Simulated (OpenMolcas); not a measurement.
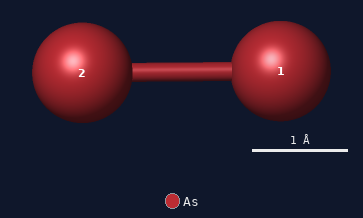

**Figure 1.** The structure as given in the input (ball-and-stick view, seen on its broad side; atoms are numbered from 1 in the order of the input). Bond lengths as drawn: As–As 2.09 Å.

As2: single-point calculation

- system: As2, SMILES [As]#[As]
- method: CASPT2/cc-pVDZ-DK, DKH2 (OpenMolcas 26.06)

The geometry comes from this level: GFN2-xTB.

### The input
```
* As2 CASPT2
>>> EXPORT MOLCAS_PRINT=2

&gateway
 coord
 2
 angstrom
 As       0.000000       0.000000       0.000000
 As       0.000000       0.000000       2.093970
 basis=cc-pVDZ-DK
 group=NoSym
 ricd

&seward
 relativistic=R02E00

&rasscf
 fileorb=$CurrDir/step2.RasOrb
 spin=1
 nactel=2 0 0
 inactive=32
 ras2=2
 orblisting=Nothing
 orbappear=Compact

&caspt2
 imaginary=0.2
```

Launch command:
```bash
export MOLCAS_MEM=1860
pymolcas step3.input > step3.log
```

### The program's output
```
--- Start Module: gateway ---

                                              &GATEWAY

                       available to each process: 1.9 GB of memory, 1 thread

++    Symmetry information:
      ---------------------

                    Character Table for C1

                             E
                    a        1  x, y, xy, Rz, z, xz, Ry, yz, Rx, I
--

++    Basis set information:
      ----------------------

      Basis set label: AS.CC-PVDZ-DK.........

      Electronic valence basis set:
      ------------------
      Associated Effective Charge  33.000000 au
      Associated Actual Charge     33.000000 au
      Nuclear Model: Point charge

      Shell  nPrim  nBasis  Cartesian Spherical Contaminant
         s      14       5        X
         p      11       4        X
         d       6       2                 X
--

++    Molecular structure info:
      -------------------------

                    ************************************************
                    **** Cartesian Coordinates / bohr, angstrom ****
                    ************************************************

     Center  Label                x              y              z                     x              y              z
        1      AS1              0.000000       0.000000       0.000000              0.000000       0.000000       0.000000
        2      AS2              0.000000       0.000000       3.957030              0.000000       0.000000       2.093970
--

            Nuclear Potential Energy            275.20641761 au

--- Stop Module: gateway /rc=_RC_ALL_IS_WELL_ ---

--- Start Module: seward ---

                                              &SEWARD

                       available to each process: 1.9 GB of memory, 1 thread

               SEWARD will generate:
                  Multipole Moment integrals up to order  2
                  Kinetic Energy integrals
                  Nuclear Attraction integrals (point charge)
                  One-Electron Hamiltonian integrals
                  Velocity integrals
                  Relativistic Douglas-Kroll-Hess integrals:
                    - Parametrization         : EXP
                    - DKH order of Hamiltonian: 2
                    - DKH order of Properties : 0
                         - multipole moment operators
                         - electric potential operators
                         - contact operators
                  Orbital angular momentum around (  0.0000   0.0000   1.9785 )
                  Velocity quadrupole around (  0.0000   0.0000   1.9785 )
                  RI decomposed two-electron repulsion integrals stored Cholesky style
                   - acCD auxiliary basis
                   - CD Threshold:   1.00E-04

                   Integrals are discarded if absolute value <: 1.00E-14
                   Integral cutoff threshold is set to       <: 1.00E-16

            Nuclear Potential Energy            275.20641761 au

      Basis set specifications :
      Symmetry species         a
      Basis functions           54

--- Stop Module: seward /rc=_RC_ALL_IS_WELL_ ---

--- Start Module: rasscf ---

                                              &RASSCF

                       available to each process: 1.9 GB of memory, 1 thread

      Header of the ONEINT file:
      --------------------------

      OrdInt status: non-squared

      Cartesian coordinates in angstrom:
      -----------------------------------------------------
      No.  Label        X            Y            Z
      -----------------------------------------------------
       1   AS1        0.00000000   0.00000000   0.00000000
       2   AS2        0.00000000   0.00000000   2.09397000
      -----------------------------------------------------
      Nuclear repulsion energy =  275.20641761

++    Wave function specifications:
      -----------------------------

      Number of closed shell electrons          64
      Number of electrons in active shells       2
      Max number of holes in RAS1 space          0
      Max nr of electrons in RAS3 space          0
      Number of inactive orbitals               32
      Number of active orbitals                  2
      Number of secondary orbitals              20
      Spin quantum number                      0.0
      State symmetry                             1
--

++    Orbital specifications:
      -----------------------

      Symmetry species                           1
                                                 a
      Frozen orbitals                            0
      Inactive orbitals                         32
      Active orbitals                            2
      RAS1 orbitals                              0
      RAS2 orbitals                              2
      RAS3 orbitals                              0
      Secondary orbitals                        20
      Deleted orbitals                           0
      Number of basis functions                 54
--

++    CI expansion specifications:
      ----------------------------

      Number of CSFs                             3
      Number of spin combinations                3
      Number of determinants                     4
      Number of root(s) required                 1
      Root chosen for geometry opt.              1
      CI root used                               1

      highest root included in the CI            1
      max. size of the explicit Hamiltonian      3
--

++    Optimization specifications:
      ----------------------------

      RASSCF algorithm: LK RI/DF
      Maximum number of macro iterations       200
      Maximum number of SX iterations          100
      Threshold for RASSCF energy            1.000E-08
      Threshold for max MO rotation          1.000E-01
      Threshold for max BLB element          1.000E-04
      Level shift parameter                  5.000E-01
      Make Quasi-Newton update
--

      The MO-coefficients are taken from the file:
      step2.RasOrb
      Title: RASSCF average (pseudo-natural) orbitals

      Total molecular charge    0.00

      ************************************************************************************************************************
      *                                            Wave function control section                                             *
      ************************************************************************************************************************

                                         RASSCF iterations: Energy and convergence statistics
                                         ----------------------------------------------------

          iter iter root      energy       change     param      element    value   shift minimum  type update hh:mm:ss
 Nr of preliminary CI iterations:   1
      Total energies have been shifted. Add                -4000.00 au
        1   1    2    1  -517.74155372    0.00E+00   1.14E-06   33  39 1  1.43E-06   0.20   0.00    SX    NO    0:00:00
        2   1    2    1  -517.74155372   -3.37E-11  -5.58E-07   33  39 1  5.35E-07   0.20   0.00    SX    NO    0:00:00
        3   1    2    1  -517.74155372   -1.09E-11  -2.71E-07   33  39 1  2.04E-07   0.20   0.00    SX    NO    0:00:00
        4   1    2    1  -517.74155372    3.64E-12   1.32E-07   33  39 1  7.87E-08   0.20   0.00    SX    NO    0:00:00
      Convergence after  4 iterations
        5   1    2    1  -517.74155372   -1.82E-12   1.32E-07   33  39 1  3.10E-08   0.20   0.00    SX    NO    0:00:00

      ************************************************************************************************************************
                                                      Wave function printout:
                       occupation of active orbitals, and spin coupling of open shells (u,d: Spin up or down)
      ************************************************************************************************************************

      Note: transformation to natural orbitals
      has been made, which may change the order of the CSFs.

      printout of CI-coefficients larger than  0.05 for root  1
      energy=   -4517.741554
      conf/sym  11     Coeff  Weight
             1  20   0.96748 0.93602
             3  02  -0.25295 0.06398

      Natural orbitals and occupation numbers for root  1
      sym 1:   1.872035   0.127965

      ************************************************************************************************************************
      *                                                    Final results                                                     *
      ************************************************************************************************************************

++    Final optimization conditions:
      ------------------------------

      Average CI energy                           -4517.74155372
      RASSCF energy for state  1                  -4517.74155372
      Super-CI energy                                -0.00000000
      RASSCF energy change                           -0.00000000
      Max change in MO coefficients               2.284E-07
      Max non-diagonal density matrix element     1.319E-07
      Maximum BLB matrix element                  3.096E-08
      (orbital pair  33,  39 in symmetry   1)
      Norm of electronic gradient            6.089E-08
--

      Final state energy(ies):
      ------------------------

::    RASSCF root number  1 Total energy:  -4517.74155372
      Von Neumann Entropy (Root   1) =  0.34306

      Mulliken population analysis for root number:  1
      -----------------------------------------------

++    Molecular charges:
      ------------------

      Mulliken charges per centre
      ---------------------------

                AS1     AS2
      Total   33.0000 33.0000

      N-E     -0.0000  0.0000

      Total electronic charge=   66.000000

      Total            charge=   -0.000000
--

      Expectation values of various properties for root number:  1
      -----------------------------------------------------------

++    Molecular properties:
      ---------------------

      Charge (e):
                      =   -0.0000
      Dipole Moment (debye):
      Origin of the operator (angstrom)=    0.0000    0.0000    1.0470
                   X=  3.3505E-13               Y= -1.2493E-12               Z=  1.6672E-10           Total=  1.6672E-10
      Quadrupole Moment (debye*angstrom):
      Origin of the operator (angstrom)=    0.0000    0.0000    1.0470
                  XX= -3.5501E+01              XY=  1.1247E-01              XZ= -2.2562E-12              YY= -3.5509E+01
                  YZ=  8.5839E-12              ZZ= -3.4973E+01
      In traceless form (debye*angstrom)
                  XX= -2.5998E-01              XY=  1.6871E-01              XZ= -3.3843E-12              YY= -2.7212E-01
                  YZ=  1.2876E-11              ZZ=  5.3210E-01
--

      Average orbitals are written to the RASORB file
      Natural orbitals for root   1 are written to the RASORB.1 file
      Spin density orbitals for root   1 are written to the SPDORB.1 file

--- Stop Module: rasscf /rc=_RC_ALL_IS_WELL_ ---

--- Start Module: caspt2 ---

                                              &CASPT2

                       available to each process: 1.9 GB of memory, 1 thread

++    Wave function specifications:
      -----------------------------

      Number of closed shell electrons           8
      Number of electrons in active shells       2
      Max number of holes in RAS1 space          0
      Max number of electrons in RAS3 space      0
      Number of inactive orbitals                4
      Number of active orbitals                  2
      Number of secondary orbitals              20
      Spin quantum number                      0.0
      State symmetry                             1
      Number of CSFs                             3
      Number of CASSCF root(s) available         1
      CASPT2 state passed to geometry opt.       1
      A file JOBMIX will be created
      This is a CASSCF or RASSCF reference function
--

++    Orbital specifications:
      -----------------------

      Symmetry species                           1
                                                 a
      Frozen orbitals                           28
      Inactive orbitals                          4
      Active orbitals                            2
      Secondary orbitals                        20
      Deleted orbitals                           0
      Number of basis functions                 54
--

++    CASPT2 specifications:
      ----------------------

      Type of calculation                        SS-CASPT2
      Fock operator                              state-specific
      IPEA shift                                 0.25
      Real shift                                 0.00
      Imaginary shift                            0.20
      The input orbitals will be transformed to quasi-canonical
--

--------------------------------------------------------------------------------
 Estimated memory requirements:
  POLY3 :                   250070
  RHS:                      256904
  SIGMA :                   256720
  PRPCTL:                        0
 Available workspace:    232490917

++ CASPT2 computation for group   1

********************************************************************************
 Multi-State initialization phase begins for group   1
--------------------------------------------------------------------------------
********************************************************************************
 Compute H0 matrices for state    1
--------------------------------------------------------------------------------
--------------------------------------------------------------------------------
 H0 matrices have been computed.

********************************************************************************
  CASPT2 EQUATION SOLUTION
--------------------------------------------------------------------------------

  Total nr of CASPT2 parameters:
   Before reduction:        8768
   After  reduction:        7668

 Variance of |WF0>:       0.3145408570

 The contributions to the second order correlation energy in atomic units.
-----------------------------------------------------------------------------------------------------------------------------
  IT.      VJTU        VJTI        ATVX        AIVX        VJAI        BVAT        BJAT        BJAI        TOTAL       RNORM
-----------------------------------------------------------------------------------------------------------------------------
   1    -0.000000   -0.002007   -0.000000   -0.027240   -0.010226   -0.003395   -0.033391   -0.100087   -0.176347    0.001832
   2    -0.000000   -0.002035   -0.000000   -0.027447   -0.010260   -0.003396   -0.033390   -0.100091   -0.176620    0.000143
   3    -0.000000   -0.002035   -0.000000   -0.027449   -0.010261   -0.003396   -0.033391   -0.100092   -0.176624    0.000015
   4    -0.000000   -0.002035   -0.000000   -0.027448   -0.010261   -0.003396   -0.033391   -0.100092   -0.176623    0.000002
-----------------------------------------------------------------------------------------------------------------------------

  FINAL CASPT2 RESULT:

      Reference energy:       -4517.7415537190
      E2 (Non-variational):      -0.1766231957
      Shift correction:          -0.0035044828
      E2 (Variational):          -0.1801276785
      Total energy:           -4517.9216813975
      Residual norm:              0.0000001582
      Reference weight:           0.89848

      Contributions to the CASPT2 correlation energy
      Active & Virtual Only:         -0.0033960659
      One Inactive Excited:          -0.0608388603
      Two Inactive Excited:          -0.1123882694

++ Denominators, etc.
--------------------------------------------------------------------------------------------------------------
 Report on small energy denominators, large coefficients, and large energy contributions.
CASE  SYMM ACTIVE-MIX  NON-ACTIVE INDICES          DENOMINATOR     RHS VALUE       COEFFICIENT     CONTRIBUTION
VJTIP    1  Mu1.0001  In1.030 In1.030               1.37546353      0.04378255     -0.03081444     -0.00134913
AIVX     1  Mu1.0002  In1.032 Se1.035               0.73176536      0.06632188     -0.08351324     -0.00553876
AIVX     1  Mu1.0003  In1.032 Se1.035               0.85253015     -0.05950592      0.06568575     -0.00390869
AIVX     1  Mu1.0003  In1.029 Se1.036               1.55284318     -0.04791451      0.02934642     -0.00140612
AIVX     1  Mu1.0002  In1.031 Se1.036               0.93050310     -0.05092481      0.05290975     -0.00269442
AIVX     1  Mu1.0003  In1.031 Se1.036               1.05126789      0.02949328     -0.02714533     -0.00080061
AIVX     1  Mu1.0002  In1.030 Se1.037               1.37433349     -0.04248502      0.03004818     -0.00127660
AIVX     1  Mu1.0002  In1.031 Se1.041               1.29037209     -0.04073566      0.03061946     -0.00124730
AIVX     1  Mu1.0002  In1.030 Se1.044               1.59314306      0.04556403     -0.02795360     -0.00127368
AIVX     1  Mu1.0003  In1.030 Se1.044               1.71390785      0.06021320     -0.03441304     -0.00207212
VJAIP    1  Mu1.0001  Se1.045 In1.031 In1.030       1.60194257     -0.05366496      0.03321540     -0.00178250
VJAIP    1  Mu1.0001  Se1.043 In1.032 In1.030       1.55039837      0.04879529     -0.03070134     -0.00149808
VJAIM    1  Mu1.0001  Se1.043 In1.032 In1.030       1.55039837      0.04132672     -0.02599652     -0.00107435
BJATP    1  Mu1.0001  In1.030 Se1.043 Se1.035       1.52777294      0.04594236     -0.02956480     -0.00135828
BJATP    1  Mu1.0001  In1.032 Se1.043 Se1.037       1.60131553      0.04161853     -0.02559101     -0.00106506
BJATM    1  Mu1.0001  In1.031 Se1.040 Se1.037       1.54122236      0.04314185     -0.02752530     -0.00118749
BJATM    1  Mu1.0001  In1.032 Se1.040 Se1.039       1.62510297     -0.04635104      0.02809408     -0.00130219
BJATM    1  Mu1.0001  In1.032 Se1.044 Se1.043       1.82012510     -0.08159121      0.04429246     -0.00361388
BJAIP    1  Se1.035 In1.030 Se1.035 In1.030         1.27828282      0.04714423     -0.03599965     -0.00169718
BJAIP    1  Se1.035 In1.030 Se1.047 In1.031         1.62467801      0.05436073     -0.03295991     -0.00179173
BJAIP    1  Se1.036 In1.031 Se1.036 In1.031         1.10673275      0.04486825     -0.03925910     -0.00176149
BJAIP    1  Se1.035 In1.029 Se1.036 In1.032         1.40957030      0.03778901     -0.02627982     -0.00099309
BJAIP    1  Se1.035 In1.030 Se1.044 In1.032         1.57063498      0.04696351     -0.02942387     -0.00138185
BJAIP    1  Se1.035 In1.031 Se1.036 In1.032         0.90799501     -0.03775712      0.03965884     -0.00149740
BJAIP    1  Se1.035 In1.032 Se1.035 In1.032         0.70925728      0.07759610     -0.10134613     -0.00786406
BJAIP    1  Se1.039 In1.032 Se1.039 In1.032         1.66672309      0.04366624     -0.02582697     -0.00112777
BJAIP    1  Se1.035 In1.032 Se1.046 In1.032         1.30231782     -0.04329023      0.03247500     -0.00140585
BJAIM    1  Se1.036 In1.030 Se1.037 In1.031         1.64960910     -0.04479995      0.02676450     -0.00119905
BJAIM    1  Se1.035 In1.030 Se1.036 In1.032         1.35182541      0.04595785     -0.03326868     -0.00152896
BJAIM    1  Se1.035 In1.031 Se1.035 In1.032         0.90799501      0.06693629     -0.07030768     -0.00470613
BJAIM    1  Se1.037 In1.031 Se1.038 In1.032         1.58284247     -0.04556367      0.02833362     -0.00129098
BJAIM    1  Se1.035 In1.031 Se1.040 In1.032         1.26786401      0.05100430     -0.03925180     -0.00200201
--

   (Skipping property calculation,
    use PROP keyword to activate)
--

  Total CASPT2 energies:
::    CASPT2 Root  1     Total energy:  -4517.92168140

  A NEW JOBIPH FILE NAMED 'JOBMIX' IS PREPARED.
********************************************************************************
--- Stop Module: caspt2 /rc=_RC_ALL_IS_WELL_ ---

.##################.
.# Happy landing! #.
.##################.

    Timing: Wall=2.29 User=2.03 System=0.23
```

### Key numbers

```tsv
quantity	value
outcome	converged
total energy	−4517.921681 hartree
CASSCF energy	−4517.741554 hartree
basis functions	54
hardware	1 thread of Arm Neoverse V1, 24 GiB of memory available, shared host
wall time	2.5 s
peak memory	0.083 GiB
```
